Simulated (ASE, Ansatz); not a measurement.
# Local environments in Rh(111) slab (48 atoms)

The cell holds 48 atoms: 48 Rh. Cell: a = 10.757 Å, b = 8.067 Å, c = 18.587 Å, α = 90.0°, β = 90.0°, γ = 120.0°. It derives from Rh (fcc). Fcc Rh (a = 3.803 Å), (111) slab of 4 repeat layers, 4 x 3 surface cells, 12 Å of vacuum; atoms within 2.63 Å of the bottom held; every coordinate displaced by a Gaussian of 0.03 Å. Vacuum lies along c.

Method: Kohn-Sham DFT, PBE, PAW (set soft_2), plane waves (Ansatz 0.2.0; cutoff 420 eV, k-mesh 2×3×1, fermi-dirac smearing of 0.1 eV), at the geometry as built.

The whole cell was solved; only parts of it are printed.

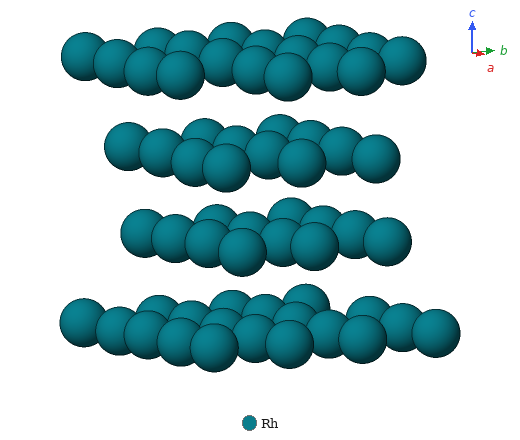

The whole cell (rhodium blue). Some periodic images of atoms are drawn too.

The surroundings of Rh15, which bears the longest force among the free atoms, nearest first, numbered as they follow in the input and with coordinates relative to it.

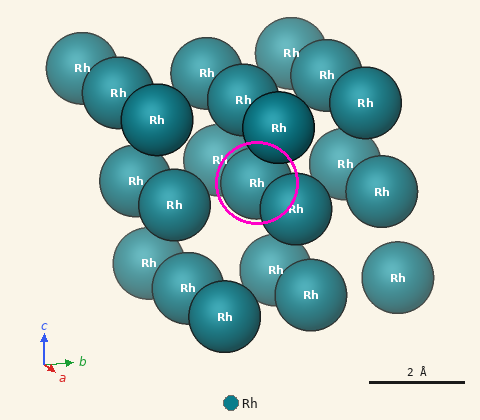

The atoms of the table, within 4.6 Å (arrows a, b, c point along x, y, z); some may hide others; the central atom is ringed.

```tsv
atom	x	y	z	distance (Å)	bonds	Löwdin charge (e)	Fx	Fy	Fz (eV/Å)
Rh15	0.00	0.00	0.00	0.00	12	0.14	-0.20	0.85	-0.45
Rh3	1.35	-2.24	-0.04	2.61	12	0.13	0.04	-0.71	-0.10
Rh28	1.33	-0.71	2.14	2.62	9	0.08	0.05	-0.15	0.40
Rh16	-1.31	-0.70	2.16	2.62	9	0.07	-0.51	-0.40	0.01
Rh35	-1.31	-2.29	-0.08	2.64	12	0.13	-0.46	-0.36	0.61
Rh34	-0.03	-1.52	-2.19	2.67	12	0.13	0.25	0.16	-0.72
Rh27	2.67	0.05	0.00	2.67	12	0.14	0.08	0.05	-0.55
Rh47	-2.68	0.00	-0.06	2.68	12	0.13	-0.30	0.38	0.27
Rh14	1.30	0.81	-2.21	2.69	12	0.13	0.41	-0.01	-0.14
Rh19	1.38	2.36	-0.04	2.73	12	0.13	-0.72	0.10	0.08
Rh20	-0.04	1.57	2.23	2.73	9	0.06	0.22	0.40	-0.50
Rh7	-1.35	2.39	-0.02	2.75	12	0.13	0.27	-0.22	-0.04
Rh46	-1.38	0.85	-2.24	2.76	12	0.13	0.28	-0.49	-0.03
Rh4	0.03	-3.09	2.17	3.78	9	0.06	-0.40	0.10	-0.25
Rh32	2.64	1.61	2.20	3.79	9	0.07	0.30	0.09	-0.21
Rh8	-2.70	1.60	2.15	3.80	9	0.06	-0.16	-0.19	-0.09
Rh2	2.70	-1.54	-2.23	3.83	12	0.13	-0.33	0.59	0.19
Rh22	-2.72	-1.55	-2.22	3.84	12	0.14	0.19	0.55	-0.40
Rh6	-0.02	3.15	-2.26	3.88	12	0.14	0.18	-0.16	0.65
Rh12	2.66	-3.03	2.14	4.57	9	0.07	0.28	-0.23	0.14
Rh40	4.01	-0.75	2.11	4.59	9	0.07	0.27	0.28	0.47
Rh36	-2.72	-3.04	2.12	4.60	9	0.06	0.34	-0.13	0.23
```

The column of bonds counts only the pairs Rh-Rh within 3.12 Å; other neighbours, such as metal atoms beside each other in a compound, aren't counted, and periodic images can show an atom twice.

A closer look about Rh13, whose charge lies farthest from its element's mean: 37 atoms, nearest first, numbered in the order of the input, with positions taken from that point.

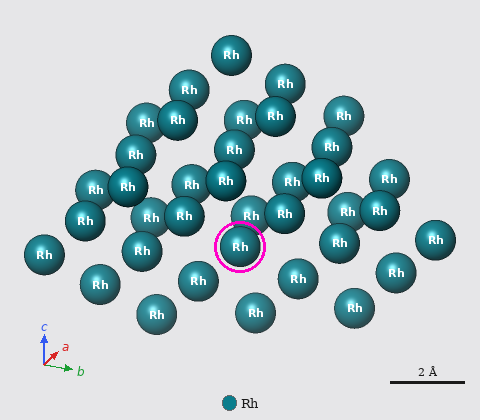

The atoms of the table, within 5.4 Å (arrows a, b, c point along x, y, z); some may hide others; the central atom is ringed.

```tsv
atom	x	y	z	distance (Å)	bonds	Löwdin charge (e)	Fx	Fy	Fz (eV/Å)
Rh13	0.00	0.00	0.00	0.00	9	0.05	0.09	0.00	0.07
Rh46	-0.01	1.57	2.18	2.69	12	0.13	0.28	-0.49	-0.03
Rh33	-1.32	-2.34	-0.05	2.69	9	0.06	-0.07	0.21	0.21
Rh45	-2.70	-0.01	-0.01	2.70	9	0.06	0.17	0.08	0.16
Rh1	1.39	-2.33	-0.03	2.71	9	0.06	-0.34	0.19	0.25
Rh34	1.33	-0.79	2.22	2.71	12	0.13	0.25	0.16	-0.72
Rh22	-1.36	-0.83	2.20	2.71	12	0.14	0.19	0.55	-0.40
Rh17	1.38	2.35	-0.01	2.72	9	0.07	-0.34	-0.39	0.00
Rh5	-1.36	2.37	-0.04	2.73	9	0.07	0.13	-0.39	0.14
Rh25	2.76	0.06	-0.05	2.76	9	0.06	-0.71	-0.43	0.37
Rh14	2.66	1.53	2.20	3.78	12	0.13	0.41	-0.01	-0.14
Rh38	-2.67	1.56	2.18	3.78	12	0.13	-0.25	-0.29	-0.15
Rh30	-0.06	-3.11	2.19	3.81	12	0.14	0.82	-0.17	-0.23
Rh47	-1.31	0.73	4.35	4.60	12	0.13	-0.30	0.38	0.27
Rh35	0.05	-1.56	4.34	4.61	12	0.13	-0.46	-0.36	0.61
Rh42	-1.33	3.85	2.18	4.62	12	0.14	-0.27	0.40	0.14
Rh6	1.34	3.87	2.15	4.63	12	0.14	0.18	-0.16	0.65
Rh18	-2.71	-3.10	2.14	4.64	12	0.14	0.18	-0.48	0.22
Rh41	-0.01	-4.66	-0.04	4.66	9	0.06	0.11	-0.05	0.38
Rh9	4.05	-2.31	0.02	4.66	9	0.07	-0.24	-0.16	-0.40
Rh29	4.04	2.33	-0.04	4.66	9	0.06	0.17	-0.01	0.30
Rh41	-4.05	2.33	-0.04	4.67	9	0.06	0.11	-0.05	0.38
Rh10	-4.03	-0.83	2.22	4.67	12	0.13	0.00	0.53	-0.37
Rh21	-4.04	-2.35	-0.01	4.68	9	0.08	0.26	0.33	-0.12
Rh15	1.36	0.72	4.42	4.68	12	0.14	-0.20	0.85	-0.45
Rh42	2.70	-3.14	2.18	4.68	12	0.14	-0.27	0.40	0.14
Rh9	0.02	4.68	0.02	4.68	9	0.07	-0.24	-0.16	-0.40
Rh2	4.06	-0.82	2.18	4.68	12	0.13	-0.33	0.59	0.19
Rh5	2.68	-4.62	-0.04	5.34	9	0.07	0.13	-0.39	0.14
Rh21	2.68	4.64	-0.01	5.36	9	0.08	0.26	0.33	-0.12
Rh37	5.36	-0.02	0.01	5.36	9	0.07	0.45	0.28	0.00
Rh1	-2.64	4.66	-0.03	5.36	9	0.06	-0.34	0.19	0.25
Rh3	2.71	-1.52	4.37	5.36	12	0.13	0.04	-0.71	-0.10
Rh23	-2.67	-1.59	4.37	5.36	12	0.13	-0.11	0.23	0.04
Rh29	-2.68	-4.65	-0.04	5.37	9	0.06	0.17	-0.01	0.30
Rh7	0.01	3.11	4.39	5.38	12	0.13	0.27	-0.22	-0.04
Rh37	-5.40	-0.02	0.01	5.40	9	0.07	0.45	0.28	0.00
```

The column of bonds counts only the pairs Rh-Rh within 3.12 Å; other neighbours, such as metal atoms beside each other in a compound, aren't counted, and periodic images can show an atom twice.

A closer look about Rh11, picked at random: 49 atoms, nearest first, numbered in the order of the input, with positions taken from that point.

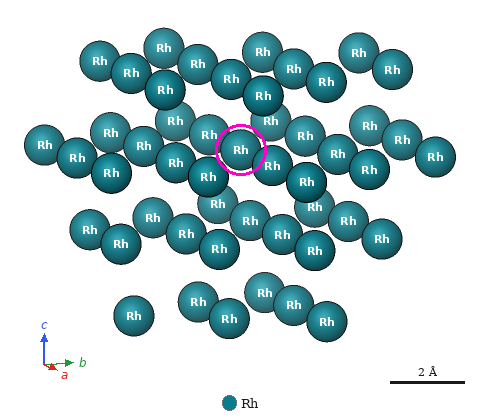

The atoms of the table, within 5.4 Å (arrows a, b, c point along x, y, z); some may hide others; the central atom is ringed.

```tsv
atom	x	y	z	distance (Å)	bonds	Löwdin charge (e)	Fx	Fy	Fz (eV/Å)
Rh11	0.00	0.00	0.00	0.00	12	0.13	-0.14	-0.31	-0.14
Rh40	-0.03	1.53	2.14	2.63	9	0.07	0.27	0.28	0.47
Rh10	1.33	0.73	-2.16	2.64	12	0.13	0.00	0.53	-0.37
Rh24	1.32	-0.74	2.19	2.66	9	0.06	-0.07	-0.33	0.03
Rh39	1.31	2.33	-0.05	2.67	12	0.13	0.60	-0.04	0.48
Rh2	-1.34	0.74	-2.20	2.68	12	0.13	-0.33	0.59	0.19
Rh12	-1.38	-0.75	2.17	2.68	9	0.07	0.28	-0.23	0.14
Rh7	-1.36	-2.32	0.01	2.68	12	0.13	0.27	-0.22	-0.04
Rh23	2.69	-0.03	-0.01	2.69	12	0.13	-0.11	0.23	0.04
Rh3	-2.69	0.04	-0.01	2.69	12	0.13	0.04	-0.71	-0.10
Rh27	-1.37	2.33	0.03	2.70	12	0.14	0.08	0.05	-0.55
Rh19	1.37	-2.35	-0.01	2.72	12	0.13	-0.72	0.10	0.08
Rh6	-0.03	-1.56	-2.23	2.72	12	0.14	0.18	-0.16	0.65
Rh26	-0.01	3.10	-2.14	3.77	12	0.13	-0.36	-0.03	-0.72
Rh48	2.67	1.52	2.19	3.78	9	0.06	0.02	0.39	-0.23
Rh18	2.65	-1.54	-2.24	3.80	12	0.14	0.18	-0.48	0.22
Rh28	-2.71	1.58	2.17	3.81	9	0.08	0.05	-0.15	0.40
Rh42	-2.70	-1.58	-2.21	3.83	12	0.14	-0.27	0.40	0.14
Rh20	-0.05	-3.14	2.27	3.87	9	0.06	0.22	0.40	-0.50
Rh36	3.99	-0.76	2.16	4.60	9	0.06	0.34	-0.13	0.23
Rh22	4.00	0.73	-2.19	4.61	12	0.14	0.19	0.55	-0.40
Rh9	-1.35	-0.75	-4.36	4.62	9	0.07	-0.24	-0.16	-0.40
Rh37	-0.04	1.54	-4.37	4.63	9	0.07	0.45	0.28	0.00
Rh32	2.63	-3.10	2.23	4.64	9	0.07	0.30	0.09	-0.21
Rh15	-4.04	2.28	0.03	4.64	12	0.14	-0.20	0.85	-0.45
Rh43	-4.00	-2.34	-0.03	4.64	12	0.13	-0.47	0.01	0.25
Rh47	4.04	2.28	-0.03	4.64	12	0.13	-0.30	0.38	0.27
Rh31	-0.02	4.65	0.01	4.65	12	0.13	0.16	0.07	0.00
Rh31	4.01	-2.34	0.01	4.65	12	0.13	0.16	0.07	0.00
Rh4	-4.01	-0.81	2.21	4.65	9	0.06	-0.40	0.10	-0.25
Rh46	-1.38	-3.85	-2.20	4.65	12	0.13	0.28	-0.49	-0.03
Rh14	1.29	-3.90	-2.18	4.65	12	0.13	0.41	-0.01	-0.14
Rh21	1.31	-0.79	-4.40	4.65	9	0.08	0.26	0.33	-0.12
Rh8	-2.70	-3.10	2.18	4.66	9	0.06	-0.16	-0.19	-0.09
Rh44	1.31	3.90	2.20	4.67	9	0.06	0.15	-0.16	-0.24
Rh34	-4.07	0.76	-2.16	4.67	12	0.13	0.25	0.16	-0.72
Rh14	-2.74	3.09	-2.18	4.67	12	0.13	0.41	-0.01	-0.14
Rh38	2.69	3.12	-2.21	4.67	12	0.13	-0.25	-0.29	-0.15
Rh32	-1.40	3.89	2.23	4.70	9	0.07	0.30	0.09	-0.21
Rh15	-0.01	-4.71	0.03	4.71	12	0.14	-0.20	0.85	-0.45
Rh19	-2.66	4.64	-0.01	5.35	12	0.13	-0.72	0.10	0.08
Rh35	-5.35	0.00	-0.05	5.35	12	0.13	-0.46	-0.36	0.61
Rh45	2.65	1.55	-4.40	5.36	9	0.06	0.17	0.08	0.16
Rh27	2.67	-4.66	0.03	5.37	12	0.14	0.08	0.05	-0.55
Rh17	0.01	-3.08	-4.40	5.37	9	0.07	-0.34	-0.39	0.00
Rh43	2.72	4.64	-0.03	5.38	12	0.13	-0.47	0.01	0.25
Rh35	5.41	0.00	-0.05	5.41	12	0.13	-0.46	-0.36	0.61
Rh25	-2.64	1.62	-4.43	5.41	9	0.06	-0.71	-0.43	0.37
Rh47	-2.68	-4.70	-0.03	5.41	12	0.13	-0.30	0.38	0.27
```

The column of bonds counts only the pairs Rh-Rh within 3.12 Å; other neighbours, such as metal atoms beside each other in a compound, aren't counted, and periodic images can show an atom twice.

Neighbours are counted within 3.12 Å (Rh-Rh).

Length of the force by element and coordination:

```tsv
element	coordination	atoms	mean length of the force (eV/Å)	spread	least	most
Rh	all	48	0.523	0.197	0.111	0.982
Rh	9	24	0.442	0.158	0.111	0.909
Rh	12	24	0.604	0.198	0.175	0.982
```

The mean of these charges, 0.099 e, is only the charge that the projection spills.

Löwdin charges by element and coordination (they lack the spilled electrons, 0.099 e an atom on average):

```tsv
element	coordination	atoms	mean charge (e)	spread	least	most
Rh	all	48	0.0987	0.0346	0.052	0.141
Rh	9	24	0.0645	0.0057	0.052	0.0768
Rh	12	24	0.133	0.0039	0.126	0.141
```

 Among metals, projection charges depend strongly on the orbitals used. The Löwdin charges lack the electrons that the projection spills, 0.099 e an atom on average.

[Logs are printed without paths, hosts, clocks, repeated set-up lines and the standing remarks that a program may print on its own settings, such as how far it seeks lower states.]

[Hosts, paths, dates, database ids (printed as entryN), source tags and the programs' standing remarks are cut or masked in the printed files.]
